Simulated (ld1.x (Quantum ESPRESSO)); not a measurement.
**Sn: generating and testing a TM potential**

Do these settings give a usable potential? It is generated, then checked for transferability, scattering, ghosts and hardness.

The numbers are computed with ld1.x (Quantum ESPRESSO) 7.5 (LDA (PZ), scalar-relativistic, spin-unpolarised reference atom).

### 1 Starting point

The settings as typed:

```json
{"element": "tin (Sn, Z = 50)", "type": "norm-conserving Troullier–Martins (Kleinman–Bylander form)", "frozen core": "[Kr]", "valence charge": "14", "reference configuration": "4d10 5s2 5p0 (charge +2)", "partial waves": "5p (bound, empty): rc 1.85 bohr; 4d (bound): rc 1.35 bohr; 5s (bound): rc 1.85 bohr", "local potential": "the s channel", "core correction": "Bessel-smoothed model core inside 0.90 bohr"}
```

The nodes and maxima of the atom's own shells, from an earlier all-electron run, set the scale for the radii.

All-electron outer shells of the reference configuration (LDA (PZ), scalar-relativistic, ld1.x):

```csv
shell,level (eV),outermost node (bohr),outermost maximum (bohr)
4p,-107.14,0.41,0.79
4d,-43.39,0.39,0.88
5s,-26.53,0.98,1.94
5p,-18.13,1.08,2.31
4f,-4.22,–,5.21
```

### 2 Generating the potential

Sn.in reads:

```
 &input
   title='Sn', zed=50., rel=1, dft='PZ', iswitch=3,
   config='[Kr] 4d10 5s2 5p0',
   nld=3, rlderiv=2.00, eminld=-5.0, emaxld=5.0, deld=0.02
 /
 &inputp
   pseudotype=2, tm=.true., lloc=0,
   nlcc=.true., new_core_ps=.true., rcore=0.90,
   file_pseudopw='Sn.UPF', file_wfcaegen='ae.wfc', file_wfcncgen='nc.wfc', file_beta='beta', file_chi='chi'
 /
3
5P  2  1   0.00   0.00  1.85  1.85  0.0
4D  3  2  10.00   0.00  1.35  1.35  0.0
5S  1  0   2.00   0.00  1.85  1.85  0.0
 &test
   configts(1)='4d10 5s2 5p0'
 /
```

Command:

```bash
$ ld1.x < Sn.in > Sn.out
```

The output, Sn.out (without the banner and most projector matrices):

```text
     Program LD1 v.7.5
     --------------------------- All-electron run ----------------------------

     Sn
     scalar relativistic calculation

     atomic number is 50.00
     dft =PZ   lsd =0 sic =0 latt =0  beta=0.20 tr2=1.0E-14
     Exchange-correlation= PZ
                           (   1   1   0   0   0   0   0)
     mesh =1243 r(mesh) = 100.78374 a.u. xmin = -7.00 dx = 0.01250
     1 Ry =  13.60569312 eV, c = 137.03599908

     n l     nl                  e(Ry)          e(Ha)          e(eV)
     1 0     1S 1( 2.00)     -2131.3116     -1065.6558    -28997.9713
     2 0     2S 1( 2.00)      -322.9207      -161.4604     -4393.5603
     2 1     2P 1( 6.00)      -290.1970      -145.0985     -3948.3311
     3 0     3S 1( 2.00)       -63.3221       -31.6611      -861.5415
     3 1     3P 1( 6.00)       -52.6274       -26.3137      -716.0326
     4 0     4S 1( 2.00)       -11.1162        -5.5581      -151.2430
     4 1     4P 1( 6.00)        -7.8747        -3.9373      -107.1401
     3 2     3D 1(10.00)       -36.1126       -18.0563      -491.3367
     4 2     4D 1(10.00)        -3.1888        -1.5944       -43.3852
     5 0     5S 1( 2.00)        -1.9502        -0.9751       -26.5342
     5 1     5P 1( 0.00)        -1.3328        -0.6664       -18.1333

     final scf error:  7.7E-15 reached in  30 iterations

     Etot =  -12342.161717 Ry,   -6171.080858 Ha, -167923.664793 eV

     Ekin =   12883.143862 Ry,    6441.571931 Ha,  175284.101852 eV
     Encl =  -29794.876293 Ry,  -14897.438147 Ha, -405379.943483 eV
     Eh   =    4887.402290 Ry,    2443.701145 Ha,   66496.495729 eV
     Exc  =    -317.831576 Ry,    -158.915788 Ha,   -4324.318891 eV

     normalization and overlap integrals

     s(1S/1S) =  1.000000  <r> =   0.0291  <r2> =    0.0011  r(max) =   0.0188
     s(2S/2S) =  1.000000  <r> =   0.1256  <r2> =    0.0186  r(max) =   0.1068
     s(2P/2P) =  1.000000  <r> =   0.1096  <r2> =    0.0147  r(max) =   0.0853
     s(3S/3S) =  1.000000  <r> =   0.3399  <r2> =    0.1321  r(max) =   0.3090
     s(3P/3P) =  1.000000  <r> =   0.3381  <r2> =    0.1327  r(max) =   0.3013
     s(4S/4S) =  1.000000  <r> =   0.8182  <r2> =    0.7581  r(max) =   0.7412
     s(4P/4P) =  1.000000  <r> =   0.8854  <r2> =    0.8966  r(max) =   0.7890
     s(3D/3D) =  1.000000  <r> =   0.3148  <r2> =    0.1177  r(max) =   0.2498
     s(4D/4D) =  1.000000  <r> =   1.0929  <r2> =    1.4168  r(max) =   0.8829
     s(5S/5S) =  1.000000  <r> =   2.2045  <r2> =    5.4691  r(max) =   1.9406
     s(5P/5P) =  1.000000  <r> =   2.6440  <r2> =    7.8961  r(max) =   2.3117

     ------------------------ End of All-electron run ------------------------

     --------------------- Generating NC pseudopotential ---------------------

      Generating local pot.: lloc=0, matching radius rcloc =   1.8500

      Computing core charge for nlcc:

       r > 0.91 : true rho core
      Core charge pseudized with two Bessel functions
      Integrated core pseudo-charge :  11.93

      Wfc   5P  rcut= 1.846  Using Troullier-Martins method

      Wfc   4D  rcut= 1.334  Using Troullier-Martins method

     ------------------- End of pseudopotential generation -------------------

     [... the all-electron block is printed once more ...]


     Computing logarithmic derivative in   2.00220
     Computing logarithmic derivative in   2.00220
     Computing the partial wave expansion
       no projector for channel:   0
     R is outside the sphere for l=    1 j= 0.00
     R is outside the sphere for l=    2 j= 0.00

     ---------------------- Testing the pseudopotential ----------------------

     Sn
     scalar relativistic calculation

     atomic number is 50.00   valence charge is 14.00
     dft =PZ   lsd =0 sic =0 latt =0  beta=0.20 tr2=1.0E-14
     mesh =1243 r(mesh) = 100.78374 xmin = -7.00 dx = 0.01250

     n l     nl             e AE (Ry)        e PS (Ry)    De AE-PS (Ry)
     3 2     4D   1(10.00)       -3.18876       -3.18878        0.00002
     1 0     5S   1( 2.00)       -1.95023       -1.95023        0.00000
     2 1     5P   1( 0.00)       -1.33277       -1.33277       -0.00001

     eps = 1.7E-16  iter =  9

     Etot =  -12342.161717 Ry,   -6171.080858 Ha, -167923.664793 eV
     Etotps =  -160.941261 Ry,     -80.470630 Ha,   -2189.717405 eV

     Ekin =     101.909372 Ry,      50.954686 Ha,    1386.547642 eV
     Encl =    -189.190039 Ry,     -94.595019 Ha,   -2574.061612 eV
     Ehrt =     103.234518 Ry,      51.617259 Ha,    1404.577166 eV
     Ecxc =     -46.704702 Ry,     -23.352351 Ha,    -635.449844 eV
     (Ecc =     -24.394809 Ry,     -12.197405 Ha,    -331.908288 eV)
     Epseu=    -130.190409 Ry,     -65.095205 Ha,   -1771.330757 eV

     ---------------------- End of pseudopotential test ----------------------
```

Run time: 1.5 s. Hardware: 1 thread, shared host. This counts the later configuration tests of the new file too.

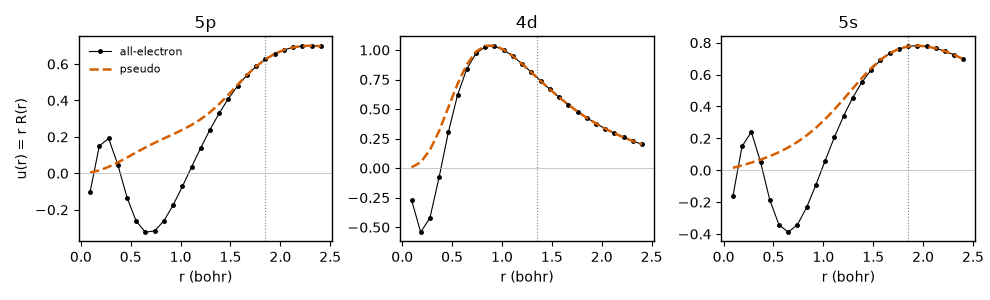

All-electron and pseudo partial waves (5p, 4d, 5s), with the matching radii dotted. The curves join 26 sampled radii, too few to resolve the innermost nodes.

### 3 Testing the new file in other configurations

Sn.test.in reads:

```
 &input
   title='Sn', zed=50., rel=1, dft='PZ', iswitch=2,
   config='[Kr] 4d10 5s2 5p0'
 /
 &test
   file_pseudo='Sn.UPF', nconf=10,
   configts(1)='4d10 5s2 5p0',
   configts(2)='4d10 5s2 5p2',
   configts(3)='4d10 5s2 5p1',
   configts(4)='4d10 5s1 5p0',
   configts(5)='4d10 5s2 5p2.3',
   configts(6)='4d10 5s0 5p4',
   configts(7)='4d10 5s1 5p2',
   configts(8)='4d10 5s0 5p0',
   configts(9)='4d10 5s2 5p2', lsdts(9)=1,
   configts(10)='4d10 5s2 5p1', lsdts(10)=1
 /
```

Command:

```bash
$ ld1.x < Sn.test.in > Sn.test.out
```

Sn.test.out, the pseudopotential blocks:

```text
     ---------------------- Testing the pseudopotential ----------------------

     Sn
     scalar relativistic calculation

     atomic number is 50.00   valence charge is 14.00
     dft =PZ   lsd =0 sic =0 latt =0  beta=0.20 tr2=1.0E-14
     mesh =1243 r(mesh) = 100.78374 xmin = -7.00 dx = 0.01250

     n l     nl             e AE (Ry)        e PS (Ry)    De AE-PS (Ry)
     3 2     4D   1(10.00)       -3.18876       -3.18878        0.00002
     1 0     5S   1( 2.00)       -1.95023       -1.95023        0.00000
     2 1     5P   1( 0.00)       -1.33277       -1.33277       -0.00001

     eps = 4.6E-16  iter =  9

     Etot =  -12342.161717 Ry,   -6171.080858 Ha, -167923.664793 eV
     Etotps =  -160.941261 Ry,     -80.470630 Ha,   -2189.717404 eV

     Ekin =     101.909372 Ry,      50.954686 Ha,    1386.547644 eV
     Encl =    -189.190039 Ry,     -94.595019 Ha,   -2574.061612 eV
     Ehrt =     103.234518 Ry,      51.617259 Ha,    1404.577166 eV
     Ecxc =     -46.704702 Ry,     -23.352351 Ha,    -635.449844 eV
     (Ecc =     -24.394809 Ry,     -12.197405 Ha,    -331.908288 eV)
     Epseu=    -130.190409 Ry,     -65.095205 Ha,   -1771.330758 eV

     ---------------------- End of pseudopotential test ----------------------

     ---------------------- Testing the pseudopotential ----------------------

     Sn
     [...]
     n l     nl             e AE (Ry)        e PS (Ry)    De AE-PS (Ry)
     3 2     4D   1(10.00)       -1.90340       -1.90960        0.00620  !
     1 0     5S   1( 2.00)       -0.79485       -0.79520        0.00035
     2 1     5P   1( 2.00)       -0.28469       -0.28503        0.00035

     eps = 5.8E-15  iter = 17

     Etot =  -12343.731820 Ry,   -6171.865910 Ha, -167945.027140 eV
     Etotps =  -162.512100 Ry,     -81.256050 Ha,   -2211.089766 eV
     dEtot_ae =      -1.570104 Ry
     dEtot_ps =      -1.570840 Ry,   Delta E=       0.000736 Ry

     [...]
     ---------------------- End of pseudopotential test ----------------------

     ---------------------- Testing the pseudopotential ----------------------

     Sn
     [...]
     n l     nl             e AE (Ry)        e PS (Ry)    De AE-PS (Ry)
     3 2     4D   1(10.00)       -2.49354       -2.49723        0.00369
     1 0     5S   1( 2.00)       -1.33488       -1.33503        0.00015
     2 1     5P   1( 1.00)       -0.77361       -0.77379        0.00018

     eps = 1.9E-15  iter =  9

     Etot =  -12343.210118 Ry,   -6171.605059 Ha, -167937.929014 eV
     Etotps =  -161.989979 Ry,     -80.994990 Ha,   -2203.985949 eV
     dEtot_ae =      -1.048401 Ry
     dEtot_ps =      -1.048719 Ry,   Delta E=       0.000318 Ry

     [...]
     ---------------------- End of pseudopotential test ----------------------

     ---------------------- Testing the pseudopotential ----------------------

     Sn
     [...]
     n l     nl             e AE (Ry)        e PS (Ry)    De AE-PS (Ry)
     3 2     4D   1(10.00)       -4.06254       -4.05943       -0.00311
     1 0     5S   1( 1.00)       -2.67965       -2.68079        0.00113
     2 1     5P   1( 0.00)       -1.99607       -1.99690        0.00082

     eps = 6.3E-16  iter =  7

     Etot =  -12339.850130 Ry,   -6169.925065 Ha, -167892.214057 eV
     Etotps =  -158.628817 Ry,     -79.314409 Ha,   -2158.255007 eV
     dEtot_ae =       2.311587 Ry
     dEtot_ps =       2.312443 Ry,   Delta E=      -0.000857 Ry

     [...]
     ---------------------- End of pseudopotential test ----------------------

     ---------------------- Testing the pseudopotential ----------------------

     Sn
     [...]
     n l     nl             e AE (Ry)        e PS (Ry)    De AE-PS (Ry)
     3 2     4D   1(10.00)       -1.75406       -1.76064        0.00659  !
     1 0     5S   1( 2.00)       -0.65434       -0.65468        0.00035
     2 1     5P   1( 2.30)       -0.15792       -0.15825        0.00032

     eps = 3.5E-15  iter = 18

     Etot =  -12343.797905 Ry,   -6171.898953 Ha, -167945.926273 eV
     Etotps =  -162.578306 Ry,     -81.289153 Ha,   -2211.990538 eV
     dEtot_ae =      -1.636189 Ry
     dEtot_ps =      -1.637045 Ry,   Delta E=       0.000857 Ry

     [...]
     ---------------------- End of pseudopotential test ----------------------

     ---------------------- Testing the pseudopotential ----------------------

     Sn
     [...]
     n l     nl             e AE (Ry)        e PS (Ry)    De AE-PS (Ry)
     3 2     4D   1(10.00)       -2.11118       -2.11709        0.00590  !
     1 0     5S   1( 0.00)       -0.91738       -0.91810        0.00072
     2 1     5P   1( 4.00)       -0.37023       -0.37049        0.00026

     eps = 6.4E-15  iter =  6

     Etot =  -12342.673411 Ry,   -6171.336706 Ha, -167930.626748 eV
     Etotps =  -161.453146 Ry,     -80.726573 Ha,   -2196.681959 eV
     dEtot_ae =      -0.511694 Ry
     dEtot_ps =      -0.511885 Ry,   Delta E=       0.000191 Ry

     [...]
     ---------------------- End of pseudopotential test ----------------------

     ---------------------- Testing the pseudopotential ----------------------

     Sn
     [...]
     n l     nl             e AE (Ry)        e PS (Ry)    De AE-PS (Ry)
     3 2     4D   1(10.00)       -2.60092       -2.60452        0.00360
     1 0     5S   1( 1.00)       -1.40056       -1.40094        0.00038
     2 1     5P   1( 2.00)       -0.82485       -0.82502        0.00018

     eps = 7.2E-15  iter = 10

     Etot =  -12342.641636 Ry,   -6171.320818 Ha, -167930.194423 eV
     Etotps =  -161.421378 Ry,     -80.710689 Ha,   -2196.249728 eV
     dEtot_ae =      -0.479919 Ry
     dEtot_ps =      -0.480117 Ry,   Delta E=       0.000198 Ry

     [...]
     ---------------------- End of pseudopotential test ----------------------

     ---------------------- Testing the pseudopotential ----------------------

     Sn
     [...]
     n l     nl             e AE (Ry)        e PS (Ry)    De AE-PS (Ry)
     3 2     4D   1(10.00)       -4.99046       -4.98669       -0.00377
     1 0     5S   1( 0.00)       -3.43052       -3.43568        0.00516  !
     2 1     5P   1( 0.00)       -2.67692       -2.68185        0.00493

     eps = 9.7E-16  iter =  9

     Etot =  -12336.795630 Ry,   -6168.397815 Ha, -167850.655461 eV
     Etotps =  -155.571034 Ry,     -77.785517 Ha,   -2116.651741 eV
     dEtot_ae =       5.366087 Ry
     dEtot_ps =       5.370227 Ry,   Delta E=      -0.004140 Ry

     [...]
     ---------------------- End of pseudopotential test ----------------------

     ---------------------- Testing the pseudopotential ----------------------

     Sn
     [...]
     n l     nl             e AE (Ry)        e PS (Ry)    De AE-PS (Ry)
     3 2     4D   1( 5.00)       -1.90024       -1.90663        0.00640  !
     1 0     5S   1( 1.00)       -0.81891       -0.81948        0.00056
     2 1     5P   1( 2.00)       -0.31028       -0.31074        0.00047
     3 2     4D   2( 5.00)       -1.88781       -1.89406        0.00625  !
     1 0     5S   2( 1.00)       -0.74975       -0.74986        0.00011
     2 1     5P   2( 0.00)       -0.23806       -0.23823        0.00017

     eps = 7.2E-15  iter = 19

     Etot =  -12343.766725 Ry,   -6171.883363 Ha, -167945.502045 eV
     Etotps =  -162.547165 Ry,     -81.273583 Ha,   -2211.566847 eV
     dEtot_ae =      -1.605008 Ry
     dEtot_ps =      -1.605904 Ry,   Delta E=       0.000896 Ry

     [...]
     ---------------------- End of pseudopotential test ----------------------

     ---------------------- Testing the pseudopotential ----------------------

     Sn
     [...]
     n l     nl             e AE (Ry)        e PS (Ry)    De AE-PS (Ry)
     3 2     4D   1( 5.00)       -2.49552       -2.49934        0.00383
     1 0     5S   1( 1.00)       -1.35339       -1.35368        0.00029
     2 1     5P   1( 1.00)       -0.79326       -0.79353        0.00027
     3 2     4D   2( 5.00)       -2.48759       -2.49127        0.00367
     1 0     5S   2( 1.00)       -1.31079       -1.31083        0.00005
     2 1     5P   2( 0.00)       -0.74763       -0.74774        0.00011

     eps = 7.2E-15  iter =  9

     Etot =  -12343.221361 Ry,   -6171.610680 Ha, -167938.081981 eV
     Etotps =  -162.001262 Ry,     -81.000631 Ha,   -2204.139461 eV
     dEtot_ae =      -1.059644 Ry
     dEtot_ps =      -1.060002 Ry,   Delta E=       0.000358 Ry

     [...]
     ---------------------- End of pseudopotential test ----------------------
```

The tests as a table, with energies relative to 4d10 5s2 5p0. Spin-polarised rows fill open shells by Hund's rule and count from the unpolarised reference.

| valence configuration | charge | ΔE all-electron (eV) | error AE − PS (meV) |
| --- | --- | --- | --- |
| 4d10 5s2 5p2 | 0 | -21.362 | +10 |
| 4d10 5s2 5p1 | +1 | -14.264 | +4.3 |
| 4d10 5s1 5p0 | +3 | 31.451 | -12 |
| 4d10 5s2 5p2.3 | -0.3 | -22.261 | +12 |
| 4d10 5s0 5p4 | 0 | -6.962 | +2.6 |
| 4d10 5s1 5p2 | +1 | -6.530 | +2.7 |
| 4d10 5s0 5p0 | +4 | 73.009 | -56 |
| 4d10 5s2 5p2 (spin-polarised) | 0 | -21.837 | +12 |
| 4d10 5s2 5p1 (spin-polarised) | +1 | -14.417 | +4.9 |

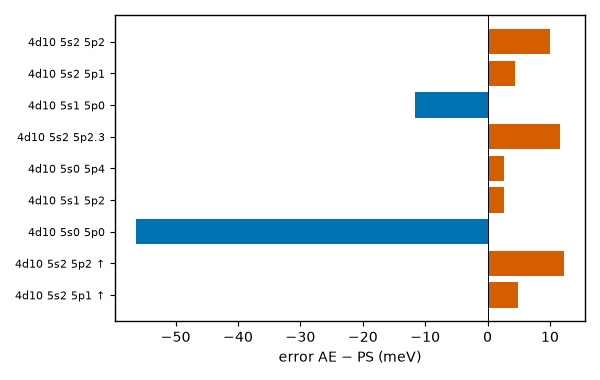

Error of the potential in each test configuration; ↑ marks spin-polarised tests.

### 4 Does it scatter like the atom?

Taken from the files of the generation run. The phase is arctan(r·u′/u) with u = r·R, unwrapped, with energies in Ry. A pole is an energy at which the radial function vanishes at the test radius. The pseudo phase is shifted by a multiple of π to meet the all-electron one at the reference energy. Levels narrower than the energy grid can be missing from the poles. The last column is the largest difference on the grid between −1 and +1 Ry.

| channel | radius (bohr) | reference (Ry) | poles AE | poles PS | window around the reference with phases within 0.05 rad (Ry) | largest difference near zero (rad) |
| --- | --- | --- | --- | --- | --- | --- |
| s | 2.00 | -1.95 | 2.45 | 1.87 | below 2.8 | 0.023 |
| p | 2.00 | -1.33 | 4.37 | 3.62 | the whole range | 0.036 |
| d | 2.00 | -3.19 | -2.78 | -2.77 | below -0.8 | 0.262 |

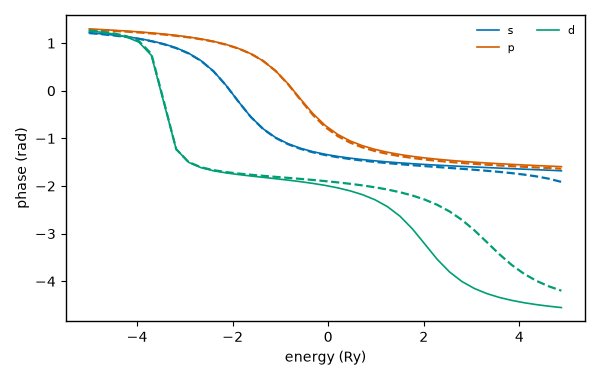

Phases by channel: all-electron solid, pseudo dashed.

### 5 Plane-wave convergence, by spherical Bessel functions

This step uses the generator's waves and projectors in a separate script. Basis: spherical Bessel functions vanishing at 20 bohr, q² up to the cutoff; potential fixed at the reference.

All-electron valence levels (Ry): 5p -1.3328, 4d -3.1888, 5s -1.9502. The lowest levels of each channel (Ry) by cutoff; the last column sums, over occupied levels, occupation times the distance from the level at 400 Ry. A positive value at high cutoff is not a bound level.

```
cutoff (Ry)     p #1     d #1     s #1     f #1  Σ f·Δε (mRy)
          8  -1.2846  -0.8978  -1.9271  -0.2999       22955.8
         15  -1.2982  -1.0277  -1.9394  -0.3000       21632.2
         30  -1.3308  -2.0168  -1.9495  -0.3001       11721.0
         45  -1.3320  -2.8854  -1.9499  -0.3001        3034.2
         60  -1.3326  -3.1337  -1.9502  -0.3001         551.1
         90  -1.3327  -3.1878  -1.9502  -0.3001           9.2
        140  -1.3328  -3.1886  -1.9502  -0.3001           1.2
        160  -1.3328  -3.1887  -1.9502  -0.3001           0.4
        200  -1.3328  -3.1888  -1.9502  -0.3001           0.0
        400  -1.3328  -3.1888  -1.9502  -0.3001           0.0
```

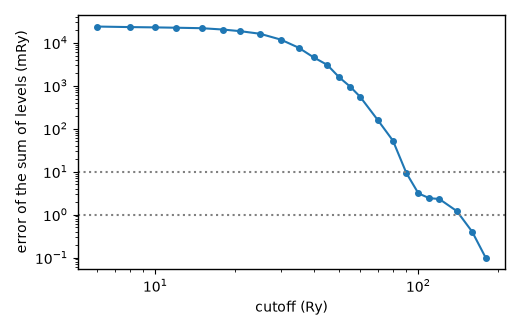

Occupation-weighted error of the valence levels against the cutoff; the dotted lines mark 10 and 1 mRy.

The sum stays within 10 mRy from 90 Ry and within 1 mRy from 160 Ry. The sum leaves out empty levels, which can need more. Ghost test: no level below the all-electron spectrum of its channel (p, d, s, f tested).

### 6 What came out

```
                                                quantity                      value
               cutoffs for 10 and 1 mRy, occupied levels           90 Ry and 160 Ry
                                            bound ghosts                 none found
         largest test error (AE − PS), unpolarised tests  -56 meV, for 4d10 5s0 5p0
largest phase difference near zero energy, channels read                  0.262 rad
```

In words: By total energies transferability is fair: the largest error is 56 meV on 73.0 eV, for 4d10 5s0 5p0. That test lies far up in energy; among those under 40 eV, nearer to bonding, the largest error is 12 meV. It counts as hard, with 90 Ry needed at the looser tolerance. The slowest occupied level is 4d: taken alone it needs 90 Ry to come within 1 mRy, against 30 Ry for 5s. The Bessel-basis test finds no level below the valence levels. Of the channels read, d scatters worst near zero energy, by up to 0.26 rad. In the s channel the atom's pole at 2.45 Ry sits lower, at 1.87 Ry, in the pseudo curve. These are tests on the free atom; a crystal test is still owed.
